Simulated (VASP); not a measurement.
Band structure of PtS2 (space group P-3m1). Computed with PBE GGA, VASP's PBE PAW potentials (set 64) (plane waves; VASP).

Unless said otherwise, spin-orbit coupling is left out, though it shifts the bands of the heavy elements here.

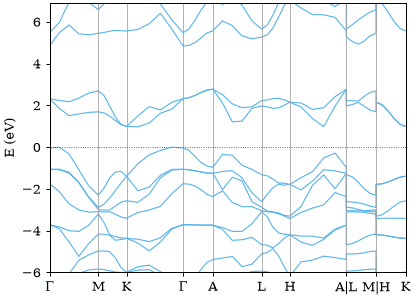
Figure: Bands along high-symmetry lines, zero at the valence-band maximum or, without a gap, the Fermi level

### Question
Read the plot: is there a gap, and where are the band edges?

### Answer
The gap is indirect, 0.91 eV, from the valence maximum at K-Γ at 0.80 to the conduction minimum at (0.00, 0.33, 0.25).

The structure is a typed PtS2 crystal (P-3m1). The cell was not relaxed at this level.
